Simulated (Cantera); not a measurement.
Charge: 1 mol SiF₄, 40 mol N₂O, 0.18 mol H₂, 0.1 mol O₂, equilibrated at 1.90 mbar.

Equilibrium computed with Cantera from the NASA thermochemical tables; the gas is ideal and each condensed phase is pure. Candidate condensed phases: H₂O, Si, SiO₂, Si₂N₂O, Si₃N₄; 58 gas species. The tables' values for SiF₃, SiO₂ are old estimates; treat these amounts as uncertain. The tables hold silica as quartz up to 1696 K and as liquid above; real silica turns to tridymite and cristobalite and melts near 1996 K. The numbers say what is thermodynamically allowed, not how fast it happens.

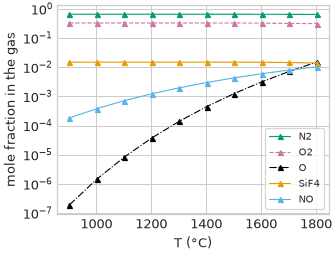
Equilibrium gas composition (values under 1e-9 drawn at 1e-9)

From 902 °C to 1402 °C the condensed part is SiO₂(β-quartz). From 1502 °C to 1702 °C the condensed part is SiO₂(condensed). At 1802 °C nothing is condensed. The main Si-bearing gas is SiF₄ throughout.
